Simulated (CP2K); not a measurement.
# triplet CF+ at 4 levels

Aim: a comparison of 4 runs (UB3LYP/6-31G*, U-revPBE-D3(BJ)/TZV2P-MOLOPT-PBE-GTH, AM1, PM6) of triplet CF+. 

The calculation is run with CP2K 2026.2.

5 further runs of the same task are left out: 2 that didn't finish, 3 set aside as unsound or not needed.

## Step 1: Starting point

CF+ has 2 atoms, charge +1, and is taken as a triplet. SMILES of the parent species: `[C+]F`. Geometry: relaxed at PBE0-D4/def2-TZVP. That shape belongs to the parent species and isn't relaxed for this state.

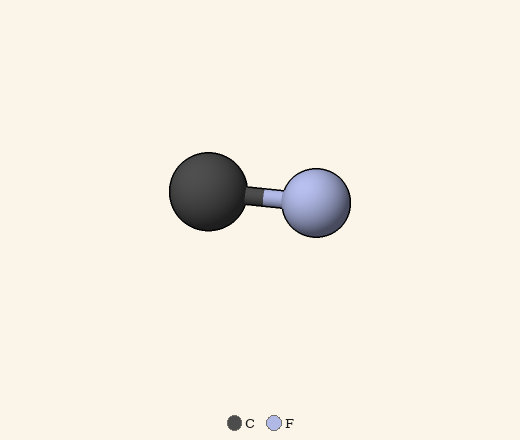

Viewed from a chosen angle; carbon dark grey, fluorine light blue.

## Step 2: A single-point energy at UB3LYP/6-31G(d) (spherical functions) (run 1)

Contents of job.inp:

```
&FORCE_EVAL
 METHOD QUICKSTEP
 &DFT
  BASIS_SET_FILE_NAME ./6_31gs.basis
  POTENTIAL_FILE_NAME POTENTIAL
  CHARGE 1
  MULTIPLICITY 3
  UNRESTRICTED_KOHN_SHAM T
  &QS
   METHOD GAPW
   EPS_DEFAULT 1.0E-10
  &END QS
  &MGRID
   CUTOFF 280
   REL_CUTOFF 50
   NGRIDS 4
  &END MGRID
  &POISSON
   PERIODIC NONE
   POISSON_SOLVER MULTIPOLE
  &END POISSON
  # self-consistent field
  &SCF
   SCF_GUESS ATOMIC
   EPS_SCF 1.0E-05
   MAX_SCF 40
   &OT
    MINIMIZER CG
    PRECONDITIONER FULL_ALL
   &END OT
   &OUTER_SCF
    EPS_SCF 1.0E-05
    MAX_SCF 5
   &END OUTER_SCF
  &END SCF
  # exchange and correlation
  &XC
   &XC_FUNCTIONAL
    &HYB_GGA_XC_B3LYP
    &END HYB_GGA_XC_B3LYP
   &END XC_FUNCTIONAL
   # exact exchange
   &HF
    FRACTION 0.2
    &SCREENING
     EPS_SCHWARZ 1.0E-10
    &END SCREENING
    &MEMORY
     MAX_MEMORY 1050
    &END MEMORY
   &END HF
  &END XC
  &PRINT
   &MOMENTS
    PERIODIC F
    REFERENCE COM
    MAX_MOMENT 1
   &END MOMENTS
   &MO_CUBES
    NLUMO 2
    NHOMO -1
    WRITE_CUBE F
   &END MO_CUBES
   &LOWDIN ON
   &END LOWDIN
   &HIRSHFELD OFF
   &END HIRSHFELD
   &MO_MOLDEN ON
    NDIGITS 8
    NLUMO 2
   &END MO_MOLDEN
  &END PRINT
 &END DFT
 &SUBSYS
  &CELL
   ABC 8 7.3 7.5
   PERIODIC NONE
  &END CELL
  &COORD
   C      4.492270     3.489170     4.003170
   F      3.507730     3.810830     3.496830
  &END COORD
  &KIND C
   BASIS_SET 6-31Gs
   POTENTIAL ALL
   LEBEDEV_GRID 194
   RADIAL_GRID 100
  &END KIND
  &KIND F
   BASIS_SET 6-31Gs
   POTENTIAL ALL
   LEBEDEV_GRID 194
   RADIAL_GRID 100
  &END KIND
 &END SUBSYS
&END FORCE_EVAL

&GLOBAL
 PROJECT_NAME job
 RUN_TYPE ENERGY
 PRINT_LEVEL MEDIUM
&END GLOBAL
```

On the command line:

```console
$ OMP_NUM_THREADS=1 cp2k.psmp -i job.inp -o job.out
```

Standard output:

```text
CP2K| version string:                                       CP2K version 2026.2
[...]
 GLOBAL| Method name                                                        CP2K
[...]
 GLOBAL| Run type                                                         ENERGY
[...]
 DFT| Spin unrestricted (spin-polarized) Kohn-Sham calculation               UKS
 DFT| Multiplicity                                                             3
[...]
 DFT| Charge                                                                   1
[...]
 FUNCTIONAL| HYB_GGA_XC_B3LYP:
[...]
 QS| Method:                                                                GAPW
[...]
 QS| Density cutoff [a.u.]:                                                140.0
[...]
 QS| Relative density cutoff [a.u.]:                                        25.0
[...]
                             - Atoms:                                          2
[...]
                             - Spherical basis functions:                     28
[...]
 Number of electrons:                                                          8
[...]
     1 OT CG       0.15E+00    2.1     0.38268310      -126.5759625604 -1.27E+02
[...]
    27 OT CG       0.32E+00    1.6     0.00000661      -137.2597562559 -1.02E-08
  *** SCF run converged in    27 steps ***
[...]
  Overlap energy of the core charge distribution:               0.00000298560462
  Self energy of the core charge distribution:               -133.67613630384938
  Core Hamiltonian energy:                                    -12.43998177451433
  Hartree energy:                                              20.94457095949752
  Exchange-correlation energy:                                 -4.08620183779982
  Hartree-Fock Exchange energy:                                -2.98260038961236
[...]
                     Mulliken Population Analysis
 #  Atom  Element  Kind  Atomic population (alpha,beta) Net charge  Spin moment
       1     C        1         3.537368     1.648631     0.814002     1.888737
       2     F        2         4.462632     4.351369     0.185998     0.111263
 # Total charge and spin        8.000000     6.000000     1.000000     2.000000
[...]
  Dipole moment [Debye]
    X=  0.2065211E+01 Y= -0.6749142E+00 Z=  0.1062310E+01  Total=      2.4184925
[...]
 HOMO - LUMO gap [eV] :    7.994475
 ENERGY| Total FORCE_EVAL ( QS ) energy [hartree]           -137.259756255876255
[...]
```

Wall time 2.8 min (1 thread of Intel Xeon at 2.70GHz, shared host); peak memory 0.42 GiB.

## Step 3: A single-point energy at U-revPBE-D3(BJ)/TZV2P-MOLOPT-PBE-GTH (core potential) (run 2)

Contents of run.inp:

```
&GLOBAL
 PROJECT run
 RUN_TYPE ENERGY
 PRINT_LEVEL MEDIUM
&END GLOBAL
&FORCE_EVAL
 METHOD QUICKSTEP
 &DFT
  BASIS_SET_FILE_NAME BASIS_MOLOPT_UZH
  POTENTIAL_FILE_NAME POTENTIAL_UZH
  CHARGE 1
  MULTIPLICITY 3
  UKS T
  &QS
   METHOD GPW
   EPS_DEFAULT 1.0E-10
  &END QS
  &MGRID
   CUTOFF 400
   REL_CUTOFF 50
   NGRIDS 4
  &END MGRID
  &POISSON
   PERIODIC NONE
   POISSON_SOLVER MULTIPOLE
  &END POISSON
  &SCF
   SCF_GUESS ATOMIC
   EPS_SCF 1.0E-05
   MAX_SCF 40
   &OT ON
    MINIMIZER DIIS
    PRECONDITIONER FULL_ALL
   &END OT
   &OUTER_SCF
    EPS_SCF 1.0E-05
    MAX_SCF 2
   &END OUTER_SCF
  &END SCF
  &XC
   &XC_FUNCTIONAL
    &PBE
     PARAMETRIZATION REVPBE
    &END PBE
   &END XC_FUNCTIONAL
   &VDW_POTENTIAL
    POTENTIAL_TYPE PAIR_POTENTIAL
    &PAIR_POTENTIAL
     TYPE DFTD3(BJ)
     PARAMETER_FILE_NAME dftd3.dat
     REFERENCE_FUNCTIONAL revPBE
     R_CUTOFF 15
    &END PAIR_POTENTIAL
   &END VDW_POTENTIAL
  &END XC
  &PRINT
   &MOMENTS
    PERIODIC F
    REFERENCE COM
    MAX_MOMENT 1
   &END MOMENTS
   &MO_CUBES
    NLUMO 2
    NHOMO -1
    WRITE_CUBE F
   &END MO_CUBES
   &HIRSHFELD OFF
   &END HIRSHFELD
  &END PRINT
 &END DFT
 &SUBSYS
  &CELL
   ABC [angstrom] 8 7.3 7.5
   PERIODIC NONE
  &END CELL
  &COORD
   C      4.492270     3.489170     4.003170
   F      3.507730     3.810830     3.496830
  &END COORD
  &KIND C
   BASIS_SET TZV2P-MOLOPT-PBE-GTH-q4
   POTENTIAL GTH-PBE-q4
  &END KIND
  &KIND F
   BASIS_SET TZV2P-MOLOPT-PBE-GTH-q7
   POTENTIAL GTH-PBE-q7
  &END KIND
 &END SUBSYS
&END FORCE_EVAL
```

On the command line:

```console
$ OMP_NUM_THREADS=1 cp2k.psmp run.inp > run.out
```

Standard output:

```text
CP2K| version string:                                       CP2K version 2026.2
[...]
 GLOBAL| Method name                                                        CP2K
[...]
 GLOBAL| Run type                                                         ENERGY
[...]
 DFT| Spin unrestricted (spin-polarized) Kohn-Sham calculation               UKS
 DFT| Multiplicity                                                             3
[...]
 DFT| Charge                                                                   1
[...]
 FUNCTIONAL| PBE:
[...]
 QS| Method:                                                                 GPW
[...]
 QS| Density cutoff [a.u.]:                                                200.0
[...]
 QS| Relative density cutoff [a.u.]:                                        25.0
[...]
                             - Atoms:                                          2
[...]
                             - Spherical basis functions:                     58
[...]
 Number of electrons:                                                          6
[...]
     1 OT DIIS     0.15E+00    3.0     0.17218059       -27.5859053942 -2.76E+01
[...]
    18 OT DIIS     0.15E+00    3.7     0.00000971       -29.2864773296 -3.06E-08
  *** SCF run converged in    18 steps ***
[...]
  Overlap energy of the core charge distribution:               0.00000070891253
  Self energy of the core charge distribution:                -77.68499600004887
  Core Hamiltonian energy:                                     21.86981444501797
  Hartree energy:                                              32.56686443339000
  Exchange-correlation energy:                                 -6.03730637164702
  Dispersion energy:                                           -0.00085454526884
  Total energy:                                               -29.28647732964423
[...]
                     Mulliken Population Analysis
 #  Atom  Element  Kind  Atomic population (alpha,beta) Net charge  Spin moment
       1     C        1         2.482548     0.562003     0.955449     1.920546
       2     F        2         3.517452     3.437997     0.044551     0.079454
 # Total charge and spin        6.000000     4.000000     1.000000     2.000000
[...]
  Dipole moment [Debye]
    X=  0.1967063E+01 Y= -0.6432009E+00 Z=  0.1011750E+01  Total=      2.3036236
[...]
 WARNING : did not converge in ot_eigensolver
 number of iterations          299  exceeded maximum
 current gradient / target gradient   9.9385277922376408E-005  /    1.0000000000000001E-005
[...]
 HOMO - LUMO gap [eV] :    6.619313
 ENERGY| Total FORCE_EVAL ( QS ) energy [hartree]            -29.286477329644232
[...]
```

It took 65 s on 1 thread of Intel Xeon at 2.70GHz, shared host; peak memory 0.59 GiB.

Run 3 isn't shown in full; the table further down has it.

## Step 4: The energy at PM6 (run 4)

Contents of run.inp:

```
&GLOBAL
    PROJECT_NAME run
    RUN_TYPE ENERGY
    PRINT_LEVEL MEDIUM
&END GLOBAL
&FORCE_EVAL
    METHOD Quickstep
    &DFT
        CHARGE 1
        MULTIPLICITY 3
        SPIN_POLARIZED T
        &QS
            METHOD PM6
            EPS_DEFAULT 1.0E-10
            &SE
                &COULOMB
                    CUTOFF [angstrom] 50
                    RC_RANGE [angstrom] 0
                &END COULOMB
                &EXCHANGE
                    CUTOFF [angstrom] 50
                    RC_RANGE [angstrom] 0
                &END EXCHANGE
            &END SE
        &END QS
        &POISSON
            PERIODIC NONE
            POISSON_SOLVER ANALYTIC
        &END POISSON
        &SCF
            SCF_GUESS ATOMIC
            EPS_SCF 1.0E-07
            MAX_SCF 100
            ADDED_MOS 4
            &DIAGONALIZATION
                ALGORITHM STANDARD
            &END DIAGONALIZATION
            &MIXING
                METHOD DIRECT_P_MIXING
                ALPHA 0.4
            &END MIXING
        &END SCF
        &PRINT
            &MOMENTS
                PERIODIC F
                REFERENCE COM
                MAX_MOMENT 1
            &END MOMENTS
            &MO ON
                ENERGIES T
                OCCUPATION_NUMBERS T
                NDIGITS 6
                &EACH
                    QS_SCF 0
                &END EACH
                ADD_LAST NUMERIC
            &END MO
            &HIRSHFELD OFF
            &END HIRSHFELD
        &END PRINT
    &END DFT
    &SUBSYS
        &CELL
            ABC [angstrom] 11 10.3 10.5
            PERIODIC NONE
        &END CELL
        &COORD
            UNIT bohr
            C      0.9302555    -0.3039247     0.4784220
            F     -0.9302555     0.3039247    -0.4784220
        &END COORD
        &TOPOLOGY
            &CENTER_COORDINATES
            &END CENTER_COORDINATES
        &END TOPOLOGY
    &END SUBSYS
&END FORCE_EVAL
```

On the command line:

```console
$ OMP_NUM_THREADS=1 cp2k.psmp -i run.inp -o run.out
```

Standard output:

```text
CP2K| version string:                                       CP2K version 2026.2
[...]
 GLOBAL| Method name                                                        CP2K
[...]
 GLOBAL| Run type                                                         ENERGY
[...]
 *** WARNING in qs_environment.F:2210 :: More added MOs requested than     ***
 *** available. The full set of unoccupied MOs will be used. Use           ***
 *** 'ADDED_MOS -1' to always use all available MOs and to get rid of this ***
[...]
                             - Atoms:                                          2
[...]
                             - Spherical basis functions:                      8
[...]
 Number of electrons:                                                          6
[...]
     1 P_Mix/Diag. 0.40E+00    0.0     0.52873521       -19.2515512202 -1.93E+01
[...]
    17 DIIS/Diag.  0.18E-06    0.0     0.00000009       -21.1939788890 -2.45E-13
  *** SCF run converged in    17 steps ***
  Core-core repulsion energy [eV]:                            263.27373809331880
  Core Hamiltonian energy [eV]:                              -916.02057199824810
  Two-electron integral energy [eV]:                          152.05867781987411
  Electronic energy [eV]:                                    -839.99123308831111
  Total energy [eV]:                                         -576.71749499499219
  Atomic reference energy [eV]:                               591.58880305051935
  Heat of formation [kcal/mol]:                               342.94053790850262
[...]
 SE_DIPOLE| Moment [Debye]         -1.96538630       0.64211331      -1.01078042
 SE_DIPOLE| Derivative [a.u.]       0.00000000       0.00000000       0.00000000
 ENERGY| Total FORCE_EVAL ( QS ) energy [hartree]            -21.193978888950856
[...]
```

Run time: 1.2 s. Hardware: 1 thread of Intel Xeon at 2.70GHz, shared host; peak memory 0.18 GiB.

## Step 5: The series

```
run                                                  level  core potential  scheme  energy (Eh)  HOMO energy (eV)  wall time
  1                    UB3LYP/6-31G* (spherical functions)            none    GAPW  -137.259756            -16.53    2.8 min
  2  U-revPBE-D3(BJ)/TZV2P-MOLOPT-PBE-GTH (core potential)         GTH-PBE     GPW   -29.286477            -15.19       65 s
  3                                                    AM1               –       –   -21.923913            -19.04      1.2 s
  4                                                    PM6               –       –   -21.193979            -18.47      1.2 s
```

## Step 6: Results

| quantity | value |
| --- | --- |
| run 4: total energy | -21.19398 Eh |
| run 4: HOMO energy (highest over α and β) | -18.47 eV |
| run 4: LUMO energy (lowest over α and β) | -12.20 eV |
| run 4: heat of formation | 342.9 kcal/mol |

Totals of different functionals can't be ranked against each other. Some runs of one species differ in core potentials or relativity; totals across that change don't compare. Force-field and semi-empirical energies have zeros of their own, so their totals don't compare. All runs together took 4 min, the longest 2.8 min.
